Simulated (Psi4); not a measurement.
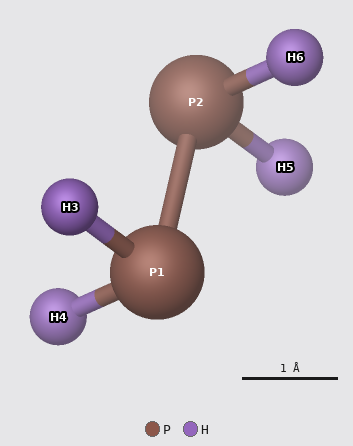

Fig. 1: The structure as given in the input (ball-and-stick view, seen at a tilt; atoms are numbered from 1 in the order of the input). Bond lengths as drawn: H–P 1.42 Å and P–P 2.23 Å.

## P$_{2}$H$_{4}$ (charge +1): single-point calculation (part 1 of 2)

The run: single-point calculation of P$_{2}$H$_{4}$, charge +1, multiplicity 2. Method and program: CCSD(T)/6-31G*, UHF (Psi4 1.11).

The geometry is that of the parent species in another charge or spin state. The geometry comes from this level: PBE0-D4/def2-TZVP.

Input file (calc.py):
```python
import psi4

psi4.set_memory('1600 MB')
psi4.set_num_threads(1)
psi4.core.set_output_file('psi4.out', False)

mol = psi4.geometry("""
1 2
P      0.365100    -1.048800    -0.082300
P     -0.365200     1.049100     0.078100
H     -0.497000    -1.521600     0.945000
H     -0.572100    -1.392900    -1.094900
H      0.502800     1.524600    -0.942900
H      0.566400     1.389600     1.097000
symmetry c1
""")

psi4.set_options({
    'basis': '6-31G*',
    'reference': 'uhf',
    'puream': True,
    'scf_type': 'df',
    'num_frozen_docc': 10,
    'df_basis_scf': 'cc-pvdz-jkfit',
    'maxiter': 100,
})

e, wfn = psi4.energy('ccsd(t)', return_wfn=True)
print(f'total energy {e:.8f} hartree = {e * 27.211386:.5f} eV')
```

Hardware: 1 thread of Intel Xeon @ 2.50GHz (Skylake/Cascade Lake), 12 GiB of memory available, shared host.

Run as:
```bash
python calc.py
```

The program's output:
```
=> Loading Basis Set <=

    Name: 6-31G*
    Role: ORBITAL
    Keyword: BASIS

         ---------------------------------------------------------
                                   SCF
                              UHF Reference
                        1 Threads,   1525 MiB Core
         ---------------------------------------------------------

  ==> Geometry <==

    Molecular point group: c1
    Full point group: C1

    Geometry (in Angstrom), charge = 1, multiplicity = 2:

       Center              X                  Y                   Z               Mass
    ------------   -----------------  -----------------  -----------------  -----------------
         P            0.365145417507    -1.048936252521    -0.080392464712    30.973761998420
         P           -0.365154582493     1.048963747479     0.080007535288    30.973761998420
         H           -0.496954582493    -1.521736252521     0.946907535288     1.007825032230
         H           -0.572054582493    -1.393036252521    -1.092992464712     1.007825032230
         H            0.502845417507     1.524463747479    -0.940992464712     1.007825032230
         H            0.566445417507     1.389463747479     1.098907535288     1.007825032230

  Running in c1 symmetry.

  Rotational constants: A =      2.15258  B =      0.19476  C =      0.19342 [cm^-1]
  Rotational constants: A =  64532.86850  B =   5838.88252  C =   5798.62070 [MHz]
  Nuclear repulsion =   88.619053933149516

  Charge       = 1
  Multiplicity = 2
  Electrons    = 33
  Nalpha       = 17
  Nbeta        = 16

  ==> Algorithm <==

  SCF Algorithm Type is DF.
  DIIS enabled.
  MOM disabled.
  Fractional occupation disabled.
  Guess Type is SAD.
  Energy threshold   = 1.00e-08
  Density threshold  = 1.00e-08
  Integral threshold = 1.00e-12

  ==> Primary Basis <==

  Basis Set: 6-31G*
    Blend: 6-31G*
    Number of shells: 24
    Number of basis functions: 44
    Number of Cartesian functions: 46
    Spherical Harmonics?: true
    Max angular momentum: 2

   => Loading Basis Set <=

    Name: CC-PVDZ-JKFIT
    Role: JKFIT
    Keyword: DF_BASIS_SCF

  ==> Integral Setup <==

  DFHelper Memory: AOs need 0.006 GiB; user supplied 1.118 GiB.
  SCF_SUBTYPE=INCORE selected. In-core MEM_DF algorithm will be used.
  Using in-core AOs.

  ==> MemDFJK: Density-Fitted J/K Matrices <==

    J tasked:                   Yes
    K tasked:                   Yes
    wK tasked:                   No
    Memory [MiB]:              1144
    Algorithm:                 Core
    Schwarz Cutoff:           1E-12
    Mask sparsity (%):       0.1033
    Fitting Condition:        1E-10

   => Auxiliary Basis Set <=

  Basis Set: CC-PVDZ-JKFIT
    Blend: CC-PVDZ-JKFIT
    Number of shells: 108
    Number of basis functions: 316
    Number of Cartesian functions: 360
    Spherical Harmonics?: true
    Max angular momentum: 3

  Minimum eigenvalue in the overlap matrix is 6.1198245482E-03.
  Reciprocal condition number of the overlap matrix is 1.4904573908E-03.
    Using symmetric orthogonalization.

  ==> Pre-Iterations <==

  SCF Guess: Superposition of Atomic Densities via on-the-fly atomic UHF (no occupation information).

   -------------------------
    Irrep   Nso     Nmo
   -------------------------
     A         44      44
   -------------------------
    Total      44      44
   -------------------------

  ==> Iterations <==

                           Total Energy        Delta E     RMS |[F,P]|

   @DF-UHF iter SAD:  -683.27545104347234   -6.83275e+02   0.00000e+00
   @DF-UHF iter   1:  -683.38077870734060   -1.05328e-01   4.44655e-03 DIIS/ADIIS
   @DF-UHF iter   2:  -683.42678004971458   -4.60013e-02   1.48857e-03 DIIS/ADIIS
   @DF-UHF iter   3:  -683.43466592984544   -7.88588e-03   6.81683e-04 DIIS/ADIIS
   @DF-UHF iter   4:  -683.43708571852392   -2.41979e-03   4.17460e-04 DIIS/ADIIS
   @DF-UHF iter   5:  -683.43864388156271   -1.55816e-03   2.11048e-04 DIIS/ADIIS
   @DF-UHF iter   6:  -683.43910207295562   -4.58191e-04   5.54324e-05 DIIS
   @DF-UHF iter   7:  -683.43912535374409   -2.32808e-05   1.82169e-05 DIIS
   @DF-UHF iter   8:  -683.43912760658418   -2.25284e-06   7.10306e-06 DIIS
   @DF-UHF iter   9:  -683.43912798954921   -3.82965e-07   2.69731e-06 DIIS
   @DF-UHF iter  10:  -683.43912803671253   -4.71633e-08   8.05262e-07 DIIS
   @DF-UHF iter  11:  -683.43912804104332   -4.33079e-09   2.31565e-07 DIIS
   @DF-UHF iter  12:  -683.43912804131514   -2.71825e-10   6.23238e-08 DIIS
   @DF-UHF iter  13:  -683.43912804133504   -1.98952e-11   1.92108e-08 DIIS
   @DF-UHF iter  14:  -683.43912804133765   -2.61480e-12   5.24206e-09 DIIS
  Energy and wave function converged.

  ==> Post-Iterations <==

   @Spin Contamination Metric:   6.937062622E-02
   @S^2 Expected:                7.500000000E-01
   @S^2 Observed:                8.193706262E-01
   @S   Expected:                5.000000000E-01
   @S   Observed:                5.000000000E-01

    Orbital Energies [Eh]
    ---------------------

    Alpha Occupied:

       1A    -80.207138     2A    -80.207120     3A     -7.765222
       4A     -7.765075     5A     -5.665433     6A     -5.665138
       7A     -5.655801     8A     -5.655771     9A     -5.654001
      10A     -5.653897    11A     -1.169132    12A     -1.043452
      13A     -0.791704    14A     -0.735293    15A     -0.721966
      16A     -0.705887    17A     -0.642741

    Alpha Virtual:

      18A     -0.120654    19A     -0.073080    20A     -0.052024
      21A     -0.034072    22A      0.047009    23A      0.164357
      24A      0.212390    25A      0.216074    26A      0.255730
      27A      0.259197    28A      0.288499    29A      0.440174
      30A      0.455800    31A      0.523042    32A      0.592998
      33A      0.597556    34A      0.626933    35A      0.642326
      36A      0.663994    37A      0.682184    38A      0.791095
      39A      0.801742    40A      0.891637    41A      1.043738
      42A      1.184159    43A      1.190601    44A      1.239800

    Beta Occupied:

       1A    -80.202896     2A    -80.202877     3A     -7.759958
       4A     -7.759849     5A     -5.654398     6A     -5.654246
       7A     -5.653270     8A     -5.653258     9A     -5.644478
      10A     -5.644245    11A     -1.137459    12A     -0.999809
      13A     -0.784578    14A     -0.727222    15A     -0.702642
      16A     -0.634999

    Beta Virtual:

      17A     -0.272017    18A     -0.075304    19A     -0.056735
      20A     -0.043706    21A     -0.018124    22A      0.060961
      23A      0.183101    24A      0.216490    25A      0.238125
      26A      0.257385    27A      0.283991    28A      0.319846
      29A      0.441857    30A      0.471999    31A      0.561760
      32A      0.618338    33A      0.635062    34A      0.645488
      35A      0.650160    36A      0.688394    37A      0.693315
      38A      0.816601    39A      0.834549    40A      0.905893
      41A      1.052136    42A      1.191701    43A      1.208113
      44A      1.246330

    Final Occupation by Irrep:
              A
    DOCC [    16 ]
    SOCC [     1 ]
    NA   [    17 ]
    NB   [    16 ]

  @DF-UHF Final Energy:  -683.43912804133765

   => Energetics <=

    Nuclear Repulsion Energy =             88.6190539331495160
    One-Electron Energy =               -1113.5954116397779217
    Two-Electron Energy =                 341.5372296652909654
    Total Energy =                       -683.4391280413375398

  UHF NO Occupations:
  HONO-2 :   15  A 1.9989517
  HONO-1 :   16  A 1.9662673
  HONO-0 :   17  A 1.0000000
  LUNO+0 :   18  A 0.0337327
  LUNO+1 :   19  A 0.0010483
  LUNO+2 :   20  A 0.0002549
  LUNO+3 :   21  A 0.0000978

Computation Completed

Properties will be evaluated at   0.000000,   0.000000,   0.000000 [a0]

Properties computed using the SCF density matrix

 Multipole Moments:

 ------------------------------------------------------------------------------------
     Multipole            Electronic (a.u.)      Nuclear  (a.u.)        Total (a.u.)
 ------------------------------------------------------------------------------------

 L = 1.  Multiply by 2.5417464519 to convert [e a0] to [Debye]
 Dipole X            :         -0.0002654            0.0002725            0.0000071
 Dipole Y            :          0.0008232           -0.0008175            0.0000058
 Dipole Z            :         -0.0105450            0.0114446            0.0008995
 Magnitude           :                                                    0.0008996

 ------------------------------------------------------------------------------------

	total time  =          1 seconds =       0.02 minutes
 MINTS: Wrapper to libmints.

   Calculation information:
      Number of threads:                 1
      Number of atoms:                   6
      Number of AO shells:              24
      Number of SO shells:              24
      Number of primitives:             70
      Number of atomic orbitals:        46
      Number of basis functions:        44

      Number of irreps:                  1
      Integral cutoff                 1.00e-12
      Number of functions per irrep: [  44 ]

 OEINTS: Overlap, kinetic, potential, dipole, and quadrupole integrals
         stored in file 35.

      Computing two-electron integrals...done
      Computed 455517 non-zero two-electron integrals.
        Stored in file 33.

	Wfn Parameters:
	--------------------
	Wavefunction         = CCSD_T
	Number of irreps     = 1
	Number of MOs        = 44
	Number of active MOs = 34
	AO-Basis             = NONE
	Semicanonical        = false
	Reference            = UHF
	Print Level          = 1
```
